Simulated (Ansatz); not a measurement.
## Geometry relaxation, with input and output: CH7BFNSn (part 1 of 2)

- system: CH7BFNSn
- method: RKS PBE/def2-SVP (Ansatz 0.2.0)

It belongs to a series of runs on one base structure; here: end point A relaxed. Figures and captions count atoms from 1; the log counts them from 0 in places.

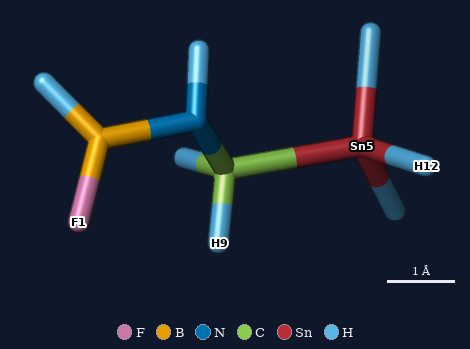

*The structure as given in the input (stick view, seen at a tilt; atoms are numbered from 1 in the order of the input). Sticks mark near contacts.*

### Key numbers

```csv
quantity,value
outcome,converged
total energy,−11855.3403 eV
mean-field energy,−11855.3403 eV
largest force (length of the vector) at the end,0.019 eV/Å
hardware,"2 threads of Intel Xeon @ 2.50GHz (Skylake/Cascade Lake), 16 GiB of memory available, shared host"
wall time,51 s (CPU time 97 s)
peak memory,0.2 GiB
```

### Input file
```yaml
crystal:
  periodic: [false, false, false]
  atoms:
    - { symbol: F, position_ang: [-2.4379, 1.2384, 1.4277] }
    - { symbol: B, position_ang: [-1.0646, 1.2297, 1.6477] }
    - { symbol: "N", position_ang: [-0.253, 0.1192, 1.0117] }
    - { symbol: C, position_ang: [-0.1441, 0.263, -0.4344] }
    - { symbol: Sn, position_ang: [0.9454, -1.3414, -1.3091] }
    - { symbol: H, position_ang: [-0.5607, 2.0347, 2.3743] }
    - { symbol: H, position_ang: [0.7887, 0.255, 1.3625] }
    - { symbol: H, position_ang: [0.2683, 1.2398, -0.7506] }
    - { symbol: H, position_ang: [-1.2473, 0.1835, -0.7926] }
    - { symbol: H, position_ang: [0.9439, -1.1746, -3.0112] }
    - { symbol: H, position_ang: [2.5749, -1.2367, -0.6706] }
    - { symbol: H, position_ang: [0.2633, -2.8656, -0.8214] }
basis:
  gaussian: { orbitals: def2-SVP }
hamiltonian:
  xc: pbe
relax:
  f_tol: 0.02
  max_steps: 50
```

Launch command:
```bash
ansatz run input.yaml --threads 2 --pin off --max-ram 3072MiB --backend cpu --events-out ev --progress --plain --runs-dir out
```

### Log
```
The last accepted step is kept in [file] (removed where the run ends without a failure and the disk answers)
Engine: ansatz 0.2.0, x86_64-unknown-linux-gnu
Functional definition: PBE
  parameter kappa = 0.804
  parameter beta = 0.06672455060314922
  exchange = pbe_x(kappa = kappa, mu = beta*pi^2/3)
  correlation = pbe_c(beta = beta)
1329 factors; their error is unknown
mean field evaluation 1: about -11845.3190 eV, gradient 6.2e1 eV
mean field evaluation 2: about -11806.0045 eV, gradient 1.3e2 eV
mean field evaluation 4: about -11854.0225 eV, gradient 1.2e1 eV
mean field evaluation 8: about -11854.2772 eV, gradient 9.1e-2 eV
mean field evaluation 16: about -11854.2202 eV, gradient 4.5e-5 eV
mean field -11854.22022994 eV, -435.6345583712 hartree, gradient 4.5e-5 eV, S^2 0.000000; 0 other end points of the search recorded, 0 dependent functions left out
the calculation of the forces begins
reference -11854.22027567 eV, -435.6345600517 hartree; 28, 28 occupied and 89, 89 virtual orbitals, 1329 factors
relax step   1: F+E_penalty+E_count = -11854.22022994 eV  Δ(F+E_penalty+E_count) = +0.000e0 eV  max|allowed force component| = 2.749e0 eV/Å  Δτ_max = 0.0000 Å  (27 SCF iters, accepted)
these checks for a lower state are left out or cut short: starts, cluster_reference, orbital_swaps, neighbouring_geometries, increment
1329 factors; their error is unknown
mean field -11854.67821514 eV, -435.6513890170 hartree, gradient 1.9e-5 eV, S^2 0.000000; 0 other end points of the search recorded, 0 dependent functions left out
[... from here on the field's lines of each further geometry are left out, up to the last ...]
relax step   2: F+E_penalty+E_count = -11854.67821514 eV  Δ(F+E_penalty+E_count) = -4.580e-1 eV  max|allowed force component| = 2.574e0 eV/Å  Δτ_max = 0.1986 Å  (35 SCF iters, accepted)
relax step   3: F+E_penalty+E_count = -11854.91049696 eV  Δ(F+E_penalty+E_count) = -2.323e-1 eV  max|allowed force component| = 1.872e0 eV/Å  Δτ_max = 0.1994 Å  (30 SCF iters, accepted)
relax step   4: F+E_penalty+E_count = -11855.12737457 eV  Δ(F+E_penalty+E_count) = -2.169e-1 eV  max|allowed force component| = 1.078e0 eV/Å  Δτ_max = 0.1997 Å  (29 SCF iters, accepted)
relax step   5: F+E_penalty+E_count = -11855.26512900 eV  Δ(F+E_penalty+E_count) = -1.378e-1 eV  max|allowed force component| = 2.844e-1 eV/Å  Δτ_max = 0.1997 Å  (29 SCF iters, accepted)
relax step   6: F+E_penalty+E_count = -11855.30733489 eV  Δ(F+E_penalty+E_count) = -4.221e-2 eV  max|allowed force component| = 1.324e-1 eV/Å  Δτ_max = 0.2000 Å  (28 SCF iters, accepted)
relax step   7: F+E_penalty+E_count = -11855.32096929 eV  Δ(F+E_penalty+E_count) = -1.363e-2 eV  max|allowed force component| = 1.235e-1 eV/Å  Δτ_max = 0.1179 Å  (29 SCF iters, accepted)
relax step   8: F+E_penalty+E_count = -11855.31890239 eV  Δ(F+E_penalty+E_count) = +2.067e-3 eV  max|allowed force component| = 4.002e-1 eV/Å  Δτ_max = 0.1872 Å  (29 SCF iters, rejected (line search))
relax step   9: F+E_penalty+E_count = -11855.32920422 eV  Δ(F+E_penalty+E_count) = -8.235e-3 eV  max|allowed force component| = 1.023e-1 eV/Å  Δτ_max = 0.0922 Å  (30 SCF iters, accepted)
relax step  10: F+E_penalty+E_count = -11855.33294724 eV  Δ(F+E_penalty+E_count) = -3.743e-3 eV  max|allowed force component| = 1.583e-1 eV/Å  Δτ_max = 0.0981 Å  (29 SCF iters, accepted)
relax step  11: F+E_penalty+E_count = -11855.33584286 eV  Δ(F+E_penalty+E_count) = -2.896e-3 eV  max|allowed force component| = 2.515e-1 eV/Å  Δτ_max = 0.1126 Å  (29 SCF iters, accepted)
relax step  12: F+E_penalty+E_count = -11855.33808697 eV  Δ(F+E_penalty+E_count) = -2.244e-3 eV  max|allowed force component| = 1.711e-1 eV/Å  Δτ_max = 0.0279 Å  (30 SCF iters, accepted)
relax step  13: F+E_penalty+E_count = -11855.33928324 eV  Δ(F+E_penalty+E_count) = -1.196e-3 eV  max|allowed force component| = 8.979e-2 eV/Å  Δτ_max = 0.0276 Å  (30 SCF iters, accepted)
relax step  14: F+E_penalty+E_count = -11855.33989724 eV  Δ(F+E_penalty+E_count) = -6.140e-4 eV  max|allowed force component| = 6.893e-2 eV/Å  Δτ_max = 0.0245 Å  (30 SCF iters, accepted)
relax step  15: F+E_penalty+E_count = -11855.34021258 eV  Δ(F+E_penalty+E_count) = -3.153e-4 eV  max|allowed force component| = 2.889e-2 eV/Å  Δτ_max = 0.0407 Å  (29 SCF iters, accepted)
the calculation of the forces begins
reference -11855.34030169 eV, -435.6757202488 hartree; 28, 28 occupied and 89, 89 virtual orbitals, 1329 factors
relax step  16: F+E_penalty+E_count = -11855.34025449 eV  Δ(F+E_penalty+E_count) = -4.191e-5 eV  max|allowed force component| = 1.385e-2 eV/Å  Δτ_max = 0.0082 Å  (31 SCF iters, accepted)
1329 factors; their error is unknown
mean field evaluation 128: about -11854.3529 eV, gradient 2.1e1 eV
```

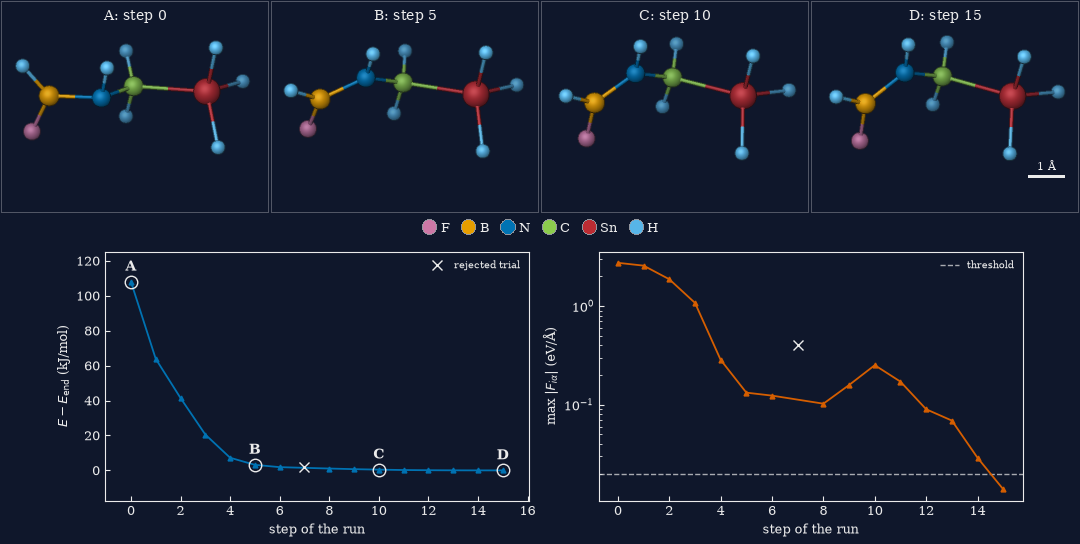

*Frames of the relaxation (ball-and-stick view, seen at an oblique angle) above the curves, on which the letters mark them (the first geometry is step 0 here and step 1 in the log).*

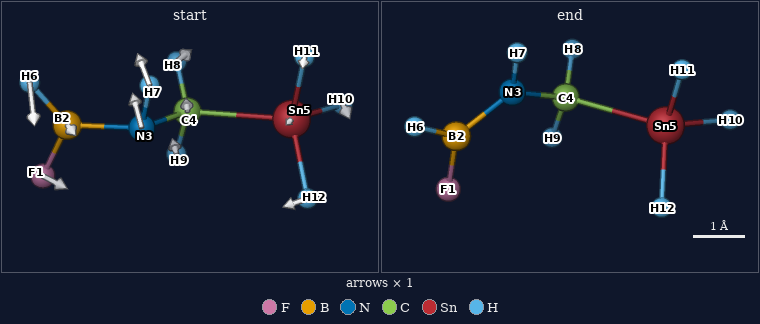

*Before (left) and after (right) the relaxation, at one scale (ball-and-stick view, seen at an oblique angle). The white arrows give the displacements, at true length.*

The largest move after the best rigid fit is that of H6, 1.09 Å. Largest moves by element: H 1.09 Å, N 0.80 Å, F 0.61 Å, C 0.36 Å, B 0.36 Å, Sn 0.18 Å. Among the contacts that change: B2–N3 1.515 → 1.407 Å, N3–H7 1.108 → 1.022 Å, C4–Sn5 2.127 → 2.210 Å, C4–H9 1.163 → 1.107 Å. Among the angles that change: B2–N3–C4 112.6° → 126.9°, C4–N3–H7 103.4° → 115.3°, B2–N3–H7 106.3° → 117.7°. The energy falls by 108.1 kJ/mol in 15 geometry steps. The largest force component goes from 2.7 to 0.014 eV/Å. The line search rejected the trial step at point 7 (counted from 0) and went back. (Atoms are counted from 1 in the order of the input.)

```
mean field -11855.34025449 eV, -435.6757185142 hartree, gradient 2.2e-5 eV, S^2 0.000000; 1 other end points of the search recorded, 0 dependent functions left out
the calculation of the forces begins
reference -11855.34030169 eV, -435.6757202488 hartree; 28, 28 occupied and 89, 89 virtual orbitals, 1329 factors
Total energy: -11855.34030169 eV, -435.6757202488 hartree
Atom 0 at    -2.294146     0.660445     1.307604 Å, force     0.006121    -0.003244     0.001325 eV/Å
Atom 1 at    -1.031839     0.886054     1.727269 Å, force    -0.008111     0.013852    -0.006772 eV/Å
Atom 2 at     0.022806     0.848387     0.796837 Å, force    -0.004574    -0.005496    -0.008916 eV/Å
Atom 3 at    -0.076080     0.564227    -0.621710 Å, force    -0.013205    -0.004517     0.013309 eV/Å
Atom 4 at     0.820354    -1.378476    -1.177067 Å, force     0.004239     0.002751    -0.006773 eV/Å
Atom 5 at    -0.822294     1.129422     2.900416 Å, force     0.002956    -0.004962     0.003939 eV/Å
Atom 6 at     0.969512     1.013844     1.144394 Å, force     0.005123     0.000668     0.008404 eV/Å
Atom 7 at     0.408274     1.352933    -1.234845 Å, force     0.007992     0.003967    -0.004886 eV/Å
Atom 8 at    -1.143987     0.527888    -0.909907 Å, force     0.000532    -0.002308    -0.001568 eV/Å
Atom 9 at     0.895996    -1.576553    -2.896100 Å, force    -0.000282    -0.001181    -0.002423 eV/Å
Atom 10 at     2.427462    -1.420664    -0.528217 Å, force     0.000429    -0.000442    -0.000183 eV/Å
Atom 11 at    -0.099157    -2.662507    -0.474675 Å, force    -0.001221     0.000911     0.004544 eV/Å
Dipole moment:     0.357578     0.125297    -0.190652 e Å
```

### Trajectory as extended XYZ (Å, eV, eV/Å), 16 frames, from step=1 to step=16
```
12
Properties=species:S:1:pos:R:3:forces:R:3 step=1 energy=-11854.22023
F    -2.4379    1.2384    1.4277    2.0209   0.1901   0.0995
B    -1.0646    1.2297    1.6477   -0.8937  -2.3523  -1.0047
N    -0.2530    0.1192    1.0117    2.0320   2.7488   2.1396
C    -0.1441    0.2630   -0.4344   -2.6795  -0.2733  -0.5258
Sn    0.9454   -1.3414   -1.3091    0.5056  -0.7046   0.0110
H    -0.5607    2.0347    2.3743   -0.0381   0.3404   0.4381
H     0.7887    0.2550    1.3625   -2.3417  -0.4220  -0.2834
H     0.2683    1.2398   -0.7506    0.0161   0.1584  -0.2690
H    -1.2473    0.1835   -0.7926    1.4273   0.2417  -0.1309
H     0.9439   -1.1746   -3.0112    0.0717  -0.0352  -0.2731
H     2.5749   -1.2367   -0.6706   -0.1807  -0.0406  -0.1214
H     0.2633   -2.8656   -0.8214    0.0601   0.1485  -0.0799
12
Properties=species:S:1:pos:R:3:forces:R:3 step=2 energy=-11854.67821
F    -2.3545    1.3175    1.2658    1.7060  -0.2173   0.9690
B    -1.0604    1.1705    1.7826   -0.6696  -0.6019  -2.5736
N    -0.1816    0.2234    1.0602    0.2093   2.0200   0.7914
C    -0.2097    0.2605   -0.4253   -0.5371  -0.3646   0.0228
Sn    0.9473   -1.3706   -1.3249   -0.0218   0.0138  -0.1019
H    -0.6336    2.0038    2.5532   -0.1874  -0.3575   0.5725
H     0.8044    0.3421    1.4118   -0.9142  -0.3182  -0.3395
H     0.1958    1.2086   -0.8581   -0.0860  -0.0650   0.2005
H    -1.2667    0.1654   -0.8010    0.4980   0.0351   0.3096
H     1.0023   -1.2311   -3.0572   -0.0322  -0.0018   0.1043
H     2.5615   -1.2683   -0.7191    0.0814   0.0066   0.0437
H     0.2722   -2.8768   -0.8539   -0.0463  -0.1492   0.0012
12
Properties=species:S:1:pos:R:3:forces:R:3 step=3 energy=-11854.91050
F    -2.3486    1.3305    1.2588    1.8720   0.1207   0.6199
B    -1.0274    1.2406    1.7283   -1.3738  -0.5430  -0.4039
N    -0.1499    0.3207    1.0467   -0.4735   1.4462  -0.3843
C    -0.2166    0.2484   -0.4422    0.2878  -0.0433   0.2910
Sn    0.9514   -1.3997   -1.3268   -0.1014   0.1111  -0.0166
H    -0.6955    1.9211    2.7238   -0.2303  -0.5392  -0.5127
H     0.8079    0.3883    1.4030    0.1155  -0.1691  -0.0939
H     0.1732    1.1854   -0.9160   -0.0485  -0.1760   0.1189
H    -1.2632    0.1504   -0.7899   -0.0403  -0.0791   0.2098
H     1.0116   -1.2444   -3.0575   -0.0458   0.0015   0.1192
H     2.5647   -1.2858   -0.7197    0.0620  -0.0061   0.0488
H     0.2693   -2.9105   -0.8744   -0.0237  -0.1235   0.0039
```
